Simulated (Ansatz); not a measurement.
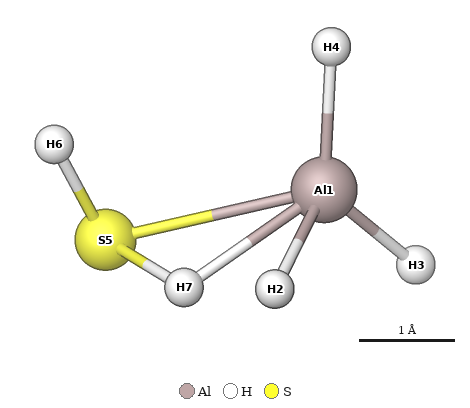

Figure 1. The input geometry (ball-and-stick view, seen at a tilt; atoms are numbered from 1 in the order of the input). Sticks mark near contacts.

## AlH5S: frequency calculation

AlH5S, computed with RKS PBE0-D4/cc-pVDZ (Ansatz 0.2.0).

It belongs to a series of runs on one base structure; here: vibrations at the highest image of the band. Figures and captions count atoms from 1; the log counts them from 0 in places.

**The input**
```yaml
crystal:
  periodic: [false, false, false]
  atoms:
    - { symbol: Al, position_ang: [0.098395, -0.23315, -0.079331] }
    - { symbol: H, position_ang: [-0.11959, -0.06237, 1.616406] }
    - { symbol: H, position_ang: [1.564701, 0.227076, -0.474124] }
    - { symbol: H, position_ang: [-1.271661, -0.026253, -0.854641] }
    - { symbol: S, position_ang: [0.266215, -2.560905, 0.693441] }
    - { symbol: H, position_ang: [-1.073054, -2.76724, 0.63508] }
    - { symbol: H, position_ang: [0.034595, -1.22016, 1.53267] }
basis:
  gaussian: { orbitals: cc-pVDZ }
hamiltonian:
  xc: pbe0
  dispersion: d4
phonons: {}
```

Machine: 1 thread of Arm Neoverse V1, 24 GiB of memory available, shared host.

Command:
```bash
ansatz run input.yaml --threads 1 --pin off --max-ram 2048MiB --backend cpu --events-out ev --progress --plain --runs-dir out
```

**Output**
```
Engine: ansatz 0.2.0, aarch64-unknown-linux-gnu
Functional definition: PBE0
  parameter a = 0.25
  parameter kappa = 0.804
  parameter beta = 0.06672455060314922
  exchange = (1 - a)*pbe_x(kappa = kappa, mu = beta*pi^2/3) + a*exact_x
  correlation = pbe_c(beta = beta)
682 factors; integrals over basis functions are off by at most 4.2e-4 eV
mean field evaluation 1: about -17505.2291 eV, gradient 1.1e1 eV
mean field evaluation 2: about -17505.5653 eV, gradient 5.5e0 eV
mean field evaluation 4: about -17505.6521 eV, gradient 3.4e-1 eV
mean field evaluation 8: about -17505.6654 eV, gradient 1.6e-2 eV
mean field -17505.66544923 eV, -643.3213394929 hartree, gradient 6.0e-5 eV, S^2 0.000000; 0 other end points of the search recorded, 0 dependent functions left out
the calculation of the forces begins
reference -17505.66547917 eV, -643.3213405932 hartree; 17, 17 occupied and 44, 44 virtual orbitals, 682 factors
these checks for a lower state are left out or cut short: stability, starts, cluster_reference, orbital_swaps, neighbouring_geometries, increment
682 factors; integrals over basis functions are off by at most 4.2e-4 eV
mean field evaluation 16: about -17505.6654 eV, gradient 7.0e-2 eV
mean field -17505.66539960 eV, -643.3213376693 hartree, gradient 1.2e-6 eV, S^2 0.000000; 0 other end points of the search recorded, 0 dependent functions left out
[... from here on the field's lines of each further geometry are left out, up to the last ...]
the calculation of the forces begins
reference -17505.66544718 eV, -643.3213394178 hartree; 17, 17 occupied and 44, 44 virtual orbitals, 682 factors
these checks for a lower state are left out or cut short: stability, starts, cluster_reference, orbital_swaps, neighbouring_geometries, increment
682 factors; integrals over basis functions are off by at most 4.2e-4 eV
mean field -17505.66543545 eV, -643.3213389865 hartree, gradient 2.6e-6 eV, S^2 0.000000; 0 other end points of the search recorded, 0 dependent functions left out
the calculation of the forces begins
reference -17505.66546539 eV, -643.3213400868 hartree; 17, 17 occupied and 44, 44 virtual orbitals, 682 factors
WARN: phonons: modes at or below zero, which the zero-point energy, F, S and C_V leave out: 1, the lowest at -941.86 cm⁻¹. A minimum has none, and a first-order saddle one
Total energy: -17505.75807465 eV, -643.3247434144 hartree
Atom 0 at     0.098395    -0.233150    -0.079331 Å, force     0.010095    -0.003559     0.000942 eV/Å
Atom 1 at    -0.119590    -0.062370     1.616406 Å, force    -0.004555    -0.007945    -0.005768 eV/Å
Atom 2 at     1.564701     0.227076    -0.474124 Å, force    -0.004004     0.002148    -0.001621 eV/Å
Atom 3 at    -1.271661    -0.026253    -0.854641 Å, force    -0.002191     0.003306     0.004689 eV/Å
Atom 4 at     0.266215    -2.560905     0.693441 Å, force    -0.013874     0.006295     0.012761 eV/Å
Atom 5 at    -1.073054    -2.767240     0.635080 Å, force     0.004339    -0.006087    -0.008181 eV/Å
Atom 6 at     0.034595    -1.220160     1.532670 Å, force     0.010190     0.005842    -0.002822 eV/Å
Dipole moment:    -0.201016    -0.104364     0.097107 e Å
Vibrations: -941.86 297.09 343.40 434.07 595.68 682.65 714.89 746.32 1032.05 1229.36 1371.94 1680.62 1912.39 1935.06 2706.19 cm⁻¹, zero-point energy 0.972142 eV
```

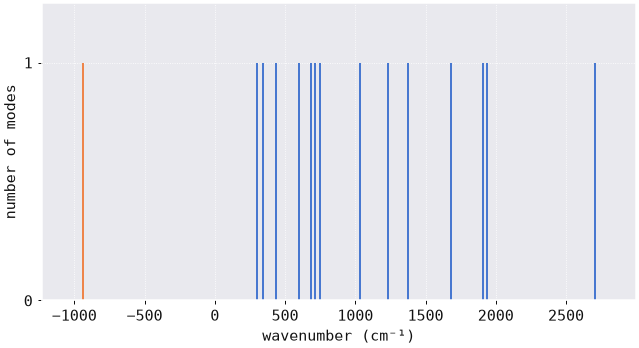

Figure 2. Harmonic vibrational wavenumbers from the force constants; neighbouring modes closer than 17 cm⁻¹ are counted in one stick, and imaginary ones are drawn at negative wavenumbers. 15 modes from 942i to 2706 cm⁻¹, 1 imaginary beyond 8i (942i cm⁻¹): a first-order saddle point, if the geometry is stationary.

**Key numbers**

- outcome: converged
- total energy: −17505.7581 eV
- mean-field energy: −17505.6655 eV
- largest force (length of the vector): 0.020 eV/Å
- wall time: 57 s
- peak memory: 0.11 GiB
